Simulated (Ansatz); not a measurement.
**Run report: AlSi$_{16}$, molecular dynamics (part 3 of 3)**

The same run, continued: AlSi$_{16}$ (defect cell, 17 atoms in the cell); DFT PBE-D3(BJ), scalar-relativistic, plane waves, PAW, PAW set soft_1, spin-polarised (Ansatz 0.2.0); cutoff 420 eV, 2×2×2 k-mesh, Fermi–Dirac smearing of 0.05 eV, collinear spins. One setting was made poor on purpose. It belongs to a series of runs on one base structure; here: dynamics from the last frame of the run before.

Geometry of the input (Å; fractional positions):
```
0.0000  5.4300  5.4300
5.4300  0.0000  5.4300
5.4300  5.4300  0.0000
Si -0.0022  0.0242  -0.0034
Si 0.0852  0.1619  0.1288
Si -0.0139  -0.0127  0.5105
Si 0.1215  0.1214  0.6208
Si -0.0073  0.5404  -0.0025
Si 0.1312  0.6351  0.1359
Si -0.0141  0.4952  0.5006
Si 0.1037  0.6157  0.6332
Si 0.4609  -0.0023  0.0220
Si 0.6384  0.0782  0.1346
Si 0.4987  0.0126  0.4919
Si 0.6132  0.1452  0.6495
Si 0.5280  0.4781  -0.0105
Si 0.6247  0.6183  0.1355
Si 0.4701  0.5115  0.5013
Si 0.6115  0.6054  0.6221
Al 0.7169  0.7826  0.7418
```

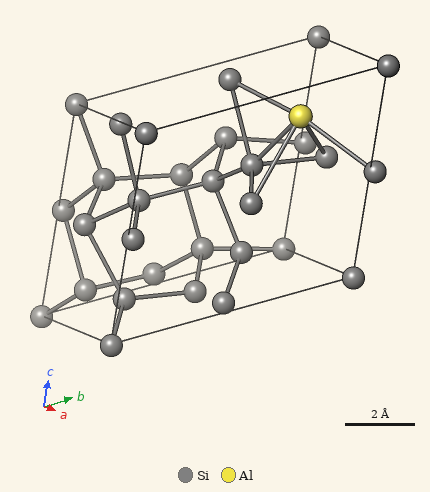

*The geometry at step 108 of the log (ball-and-stick view of the cell of the calculation, seen slightly off an axis).*

**Trajectory as extended XYZ, continued**
```
17
Lattice="0.0000 5.4300 5.4300 5.4300 0.0000 5.4300 5.4300 5.4300 0.0000" Properties=species:S:1:pos:R:3:forces:R:3 step=31 time_fs=279.0 energy=-10710.63953 temperature=575.0
Si    0.2121   -0.1336   -0.0004   -1.0475   0.6375  -1.4843
Si    1.5880    1.1461    1.2609    1.3074   0.5809  -0.8966
Si    2.5984    2.9669   -0.1399   -0.2483  -0.4694   0.9803
Si    4.1224    4.1524    1.2502   -0.2733  -0.4427   0.3629
Si    2.9255   -0.1205    2.6989   -0.3322   0.3085  -0.0160
Si    4.1714    1.3843    3.9968   -0.0534  -1.2115   1.5921
Si    5.3965    2.6699    2.6073   -0.0490   0.3517  -0.8588
Si    6.4057    4.4380    3.8385    1.0438  -0.3440   0.0167
Si    0.2326    2.3859    2.5234   -1.1699   1.7910  -0.1161
Si    1.2876    3.9673    3.8532    1.4556  -0.3752   0.9863
Si    2.9636    5.3972    2.8912    0.0218  -0.1235   0.3629
Si    4.3185    7.0359    4.1710   -0.9323  -0.9996   0.2003
Si    2.6337    2.4952    5.4192   -0.1596   0.7542  -0.7283
Si    4.0979    3.8853    6.6888    0.5713  -0.5879  -0.0329
Si    5.3385    5.4953    5.5108   -0.1745  -0.3893   0.6890
Si    6.8659    6.5178    6.9061   -0.4290   0.0743  -0.8030
Al    7.9406    8.1082    8.3087    0.4692   0.4450  -0.2545
17
Lattice="0.0000 5.4300 5.4300 5.4300 0.0000 5.4300 5.4300 5.4300 0.0000" Properties=species:S:1:pos:R:3:forces:R:3 step=46 time_fs=414.0 energy=-10710.58884 temperature=544.1
Si    0.1201   -0.0273   -0.0629   -1.2870   1.2080   0.4540
Si    1.1417    1.6085    1.3062    0.1059  -0.5789   0.6475
Si    2.6522    2.8810    0.1114    0.1876   0.2669  -1.1802
Si    4.1411    4.1913    1.3465    0.0312  -0.6672   1.0026
Si    2.8074   -0.0364    2.2037   -0.4109   0.1010  -0.3285
Si    4.1035    1.1089    3.7470    0.2819  -0.5783   1.3194
Si    5.4538    2.6282    2.7839    0.7669   1.8306  -1.1087
Si    6.9185    4.3686    3.9013   -0.1623  -1.5485   0.1853
Si   -0.1382    2.7731    3.0541    0.9392  -1.1203  -0.6446
Si    1.4473    3.9981    4.2530    0.8946  -0.8007  -0.2418
Si    2.6732    5.3835    2.8509    0.3491  -0.1876  -1.1323
Si    3.9872    6.6330    4.3049   -0.4540   1.1892   0.1781
Si    2.9339    2.4194    5.3487   -0.7751  -0.0641  -0.7359
Si    4.4143    3.7872    6.5624   -0.5025   0.1239   0.5700
Si    5.4623    5.3280    5.4425    0.7754   0.5830  -1.0310
Si    6.7554    6.6594    6.7199   -0.0925  -0.1373   0.4313
Al    8.2367    8.0863    7.8947   -0.6474   0.3804   1.6150
17
Lattice="0.0000 5.4300 5.4300 5.4300 0.0000 5.4300 5.4300 5.4300 0.0000" Properties=species:S:1:pos:R:3:forces:R:3 step=62 time_fs=558.0 energy=-10710.47050 temperature=487.4
Si   -0.0561   -0.1027    0.0837   -0.4669   0.4838  -0.4319
Si    1.6144    0.9750    1.3726   -1.1620  -0.2045   0.5792
Si    2.8612    2.2576    0.0196   -0.2765   0.4708  -1.6906
Si    3.8468    3.8735    1.1837    1.0105   1.2804   0.9311
Si    2.8557    0.0457    3.0997    0.2727  -0.4809  -0.5815
Si    4.1498    1.6126    4.2434   -0.3018  -0.7270   1.1483
Si    5.2609    2.6618    2.5970    1.0642   0.4868  -0.3324
Si    6.8052    3.9253    4.1373    0.2302  -1.2349  -0.1449
Si    0.1600    2.4993    2.4969   -0.0299   0.5443  -0.1510
Si    1.0758    4.1595    3.8578    1.2757  -0.1930   0.4403
Si    2.6893    5.3724    2.6044   -0.8506   0.4447  -0.7059
Si    4.2886    6.6036    3.8772   -0.3383  -0.4923   0.4078
Si    2.7353    3.1779    5.4053   -0.3685  -0.5625  -0.2217
Si    4.3045    4.2631    6.9083    0.0216   0.1442  -0.4031
Si    5.7039    5.3891    5.2628   -2.0936   0.0874   0.8613
Si    6.6870    6.9206    6.4952    1.3736   0.6367   1.2783
Al    8.1240    8.1593    8.1326    0.6396  -0.6842  -0.9835
17
Lattice="0.0000 5.4300 5.4300 5.4300 0.0000 5.4300 5.4300 5.4300 0.0000" Properties=species:S:1:pos:R:3:forces:R:3 step=77 time_fs=693.0 energy=-10710.76518 temperature=626.8
Si    0.2615    0.0390   -0.1822   -0.1404  -0.8607   0.4370
Si    1.1842    1.6091    1.2640    1.0255  -1.0264   0.3328
Si    3.0192    2.4553    0.0511   -1.0245   0.8542  -0.4456
Si    4.3418    4.0245    1.1577    0.9734  -0.4770   0.4746
Si    2.4971   -0.0357    2.6554   -0.5694   1.0637   0.4859
Si    4.1043    1.1133    4.0057   -0.2360   0.0884  -0.6185
Si    5.4891    2.6431    2.9205   -0.7853   0.3100  -1.2532
Si    6.7783    4.0894    4.3732   -0.0488   0.2626   0.5832
Si   -0.1249    2.8628    2.7522    0.9125   0.1320  -0.1042
Si    1.5811    3.9944    3.9353   -0.1932   0.9914  -0.7418
Si    2.9158    5.3545    2.3748   -0.2659  -0.8576   1.4232
Si    4.2098    6.6274    3.8870   -0.0879  -0.3994   0.5232
Si    2.8526    2.6034    5.2317   -0.3505  -0.2491   1.3330
Si    3.9175    4.0888    6.8028    0.2822  -0.0355  -0.9961
Si    5.2874    5.4952    5.6409   -0.0030  -0.6956  -1.4532
Si    6.8509    6.6436    6.7023   -0.1012   1.4531  -0.4343
Al    7.9328    8.1867    8.2081    0.6125  -0.5543   0.4541
17
Lattice="0.0000 5.4300 5.4300 5.4300 0.0000 5.4300 5.4300 5.4300 0.0000" Properties=species:S:1:pos:R:3:forces:R:3 step=93 time_fs=837.0 energy=-10710.62737 temperature=564.7
Si   -0.0198   -0.1062   -0.0161   -0.7270   0.6992   1.0315
Si    1.5135    1.2476    1.1717    0.5601  -0.1939   0.2701
Si    2.6049    3.0155   -0.0355   -0.9104  -0.0824   0.2335
Si    3.8562    4.2858    1.4684    1.6089  -0.9173  -0.2465
Si    2.9915   -0.0933    2.5950    0.4673   0.6349  -1.3169
Si    4.1023    1.3416    4.1381    0.6315  -0.2502  -1.2167
Si    5.4322    2.5528    2.4845   -0.9697   0.6137   0.3938
Si    6.7668    4.2214    3.6940   -1.3187   0.0639   1.4183
Si    0.2392    2.5448    2.6191   -0.7115   0.5822   0.1528
Si    1.2976    3.9859    4.1695    0.4458  -0.1927  -1.1544
Si    2.8577    5.5214    3.1286   -0.0996  -0.4462   0.7215
Si    4.2091    7.1521    4.3349    0.7264  -0.7927  -0.4767
Si    2.5075    2.4462    5.3683    0.6821   0.1124   0.7812
Si    4.2804    3.7794    6.4713   -0.2987   0.6658   0.4712
Si    5.4485    5.3914    5.1931    0.1658   0.0210   0.9316
Si    6.8970    6.3916    6.9095   -1.2609  -0.0993  -1.3702
Al    8.1215    8.1136    8.0813    1.0085  -0.4185  -0.6240
17
Lattice="0.0000 5.4300 5.4300 5.4300 0.0000 5.4300 5.4300 5.4300 0.0000" Properties=species:S:1:pos:R:3:forces:R:3 step=108 time_fs=972.0 energy=-10710.25985 temperature=419.4
Si   -0.0212    0.0464    0.0668   -0.5393  -0.3761  -0.1265
Si    1.2259    1.3842    1.5107   -0.0065   0.3920  -1.9943
Si    2.7823    2.4942    0.0355   -0.1441   0.1088   0.0945
Si    4.0810    3.9882    1.3988    0.1517  -0.0717  -1.0785
Si    2.7715    0.1000    2.4026    0.2683  -1.0175   1.4108
Si    4.0744    1.2660    3.9064    0.3899  -0.0735   0.7444
Si    5.4856    2.7101    2.7512   -1.7555   1.5672   1.7099
Si    7.0025    3.9597    3.9749   -0.1830   0.8732   0.7396
Si    0.0142    2.5033    2.9938   -0.2966   1.5562   0.8867
Si    1.4226    4.1307    4.2531   -0.6014  -0.0169  -1.4474
Si    2.5655    5.3600    2.4521   -0.9649  -0.3399   0.8044
Si    3.9466    6.3339    4.0371   -0.1209   1.1682   0.4215
Si    2.8043    2.6522    5.2629    0.3388   0.3044   1.8049
Si    4.3813    4.3416    6.7353   -0.0350  -1.6174  -0.3363
Si    5.6337    5.4234    5.2225    0.7383   0.2184   0.0834
Si    6.5338    6.9140    6.8133    2.3269  -1.9456  -2.7986
Al    8.4133    8.1868    7.9537    0.4332  -0.7297  -0.9185
17
Lattice="0.0000 5.4300 5.4300 5.4300 0.0000 5.4300 5.4300 5.4300 0.0000" Properties=species:S:1:pos:R:3:forces:R:3 step=124 time_fs=1116.0 energy=-10710.43687 temperature=490.9
Si    0.0936   -0.1472   -0.0988    1.2092   0.6998   0.3404
Si    1.6225    1.1325    1.3728   -0.0606  -0.7016  -0.8107
Si    2.8203    2.5685   -0.1513   -0.5444  -0.4199   1.4255
Si    4.0381    4.0625    1.1238    0.5028  -0.5373   0.4114
Si    2.6465    0.0305    3.2204    0.0848  -0.5291  -0.7313
Si    4.2687    1.4334    4.2508   -0.4172   0.7212  -1.2819
Si    5.4549    2.7409    2.5269   -0.4104  -1.0213   0.0360
Si    6.4060    3.9274    4.2948    0.9083   0.5783   0.2061
Si    0.1716    2.5301    2.4604    0.0524   0.8184   0.8032
Si    1.4225    4.1505    3.7442   -1.3561   0.1527  -0.7774
Si    2.8013    5.4960    2.4542    0.5066   0.1365   0.6463
Si    4.3893    6.6203    4.0241   -0.7539   0.3563  -1.3076
Si    2.6469    2.9290    5.1064    1.7036  -1.3152   2.3109
Si    4.0384    3.9821    6.9509   -0.6685   0.7359  -1.0185
Si    5.2466    5.4483    5.6406    0.3597  -1.0161   0.5666
Si    6.8749    6.7488    6.4989   -0.1075   1.5275   0.0655
Al    8.1657    8.1394    8.3678   -1.0088  -0.1863  -0.8847
17
Lattice="0.0000 5.4300 5.4300 5.4300 0.0000 5.4300 5.4300 5.4300 0.0000" Properties=species:S:1:pos:R:3:forces:R:3 step=139 time_fs=1251.0 energy=-10710.91631 temperature=708.2
Si    0.0929   -0.0381   -0.1896    0.3521  -0.4901   0.9182
Si    1.1733    1.5520    1.1684    0.1595  -0.5959  -0.1076
Si    2.6826    2.9237    0.0873    1.6580  -1.0644   0.1903
Si    4.3968    4.0051    1.4022   -1.3295   1.0407  -0.7121
Si    2.5774    0.0696    2.3761    0.0450   0.0074   1.1644
Si    4.1006    1.1558    3.9081   -0.6582   0.3437  -0.2619
Si    5.5465    2.6431    2.7957    0.0338  -0.7365   0.1895
Si    6.8580    4.1471    4.1257   -0.0913   0.6464  -1.5746
Si   -0.0218    2.9176    2.5819    0.9531  -0.3950   1.9823
Si    1.6901    3.9908    4.2590   -1.4594   0.0858  -1.2933
Si    2.9020    5.3261    2.7822    0.5076  -0.0305  -0.2391
Si    4.1415    6.8693    4.1212    0.4302   0.0633   0.4128
Si    2.7306    2.3576    5.4582    0.4510  -0.0717   0.0745
Si    4.0147    4.0613    6.6522   -0.3857   0.0499  -0.9652
Si    5.4107    5.2571    5.3367   -0.8410   1.5163   0.1687
Si    6.7158    6.4494    6.8234    0.0410   0.0543   0.0538
Al    8.0931    8.1039    8.0873    0.1337  -0.4237  -0.0008
17
Lattice="0.0000 5.4300 5.4300 5.4300 0.0000 5.4300 5.4300 5.4300 0.0000" Properties=species:S:1:pos:R:3:forces:R:3 step=155 time_fs=1395.0 energy=-10710.87104 temperature=675.9
Si   -0.1176    0.0837    0.1971    0.0661   0.3168  -0.3263
Si    1.5560    1.2922    1.4665   -0.0725  -0.4963  -1.7316
Si    2.6413    2.7350   -0.0870    0.1531  -0.4055   0.0257
Si    3.8535    4.0908    1.4063    0.0915   0.3422  -0.2971
Si    3.0228    0.0496    2.7023   -0.2722  -0.8211  -0.1700
Si    4.0958    1.5383    4.0694    0.0140  -0.4450   1.2624
Si    5.3091    2.6313    2.4739    0.3424   0.2149   0.0363
Si    6.8491    3.9622    3.6510    0.3894   0.1450   0.4346
Si    0.1239    2.5065    2.6629   -0.5084   1.6888   0.8469
Si    1.1574    4.1025    4.1993   -1.4250   0.1819  -0.5331
Si    2.5449    5.3993    2.9213    0.4320  -0.7353  -0.8753
Si    4.1936    6.5493    4.1529    0.3035   0.0993   1.3472
Si    2.5324    2.8180    5.3770    2.1430  -0.3304   0.3941
Si    4.2488    4.1539    6.5815   -0.0965  -0.6997   0.1279
Si    5.7535    5.2791    5.1743   -0.0375  -0.0517   0.9108
Si    6.8504    6.7292    6.7105   -0.9647  -0.6178  -0.3053
Al    8.5061    7.8609    8.1179   -0.5580   1.6140  -1.1471
17
Lattice="0.0000 5.4300 5.4300 5.4300 0.0000 5.4300 5.4300 5.4300 0.0000" Properties=species:S:1:pos:R:3:forces:R:3 step=170 time_fs=1530.0 energy=-10710.70075 temperature=604.8
Si    0.0728   -0.1847   -0.2584    1.0985   1.0611   0.4471
Si    1.2426    1.1912    1.3067    0.8982   0.2930   0.1923
Si    2.9396    2.4941    0.0945   -1.1693  -0.5528  -0.0574
Si    4.2592    4.0685    1.1403   -0.7906  -0.5523   1.9113
Si    2.7309   -0.0925    2.7574   -0.6298   0.8095   0.3008
Si    4.1930    1.2838    4.0664   -0.7577   0.6745  -0.5550
Si    5.5333    2.8201    2.8535   -1.0369  -0.0793  -0.7859
Si    6.8774    4.0940    4.4564    0.0265   0.3770  -0.1402
Si    0.0972    2.6961    2.7756    0.5995  -1.0029   0.7166
Si    1.6887    4.1529    4.0073   -0.4466  -0.8079  -1.1012
Si    2.5027    5.4274    2.1670    1.3219  -0.4193   1.0908
Si    4.0417    6.5434    3.9817   -0.8046   1.3032  -2.2127
Si    2.9356    2.7693    5.4653    0.0294  -0.2891  -0.4306
Si    4.2354    4.0767    6.9314   -0.5196  -0.0963  -0.1461
Si    5.1998    5.3830    5.3830    1.4546  -0.4400   0.6428
Si    6.5976    6.9245    6.4230   -0.2848   0.4292   0.4049
Al    7.9517    8.1455    8.2305    1.0115  -0.7078  -0.2776
```
